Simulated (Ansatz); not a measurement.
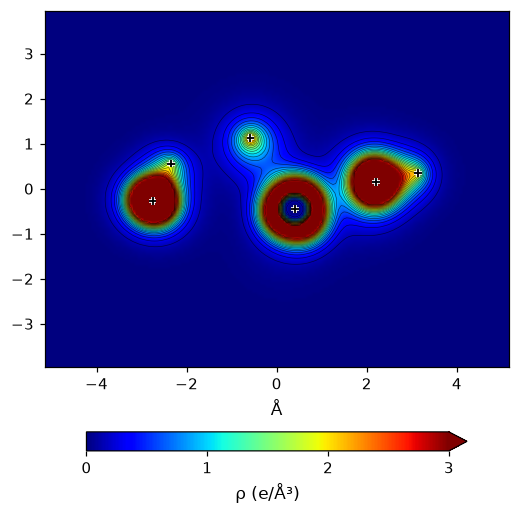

The electron density on a plane through atoms (crosses mark nuclei in the plane).

These are results of RKS BHLYP/def2-SVP in Ansatz 0.2.0, not measurements.

Candidates:
A. FGe$_{2}$H$_{5}$···HF
B. FH$_{3}$O$_{2}$Zr···HF

### Which system is this?

Candidate B: FH$_{3}$O$_{2}$Zr···HF on the plane of atoms O5, Zr1 and H8, which holds Zr, F, O and H. H8···H9 (1.86 Å): the density falls to about 0.12 e/Å³ on the way. Zr–O (1.90 Å): ρ is about 0.9 e/Å³ halfway.
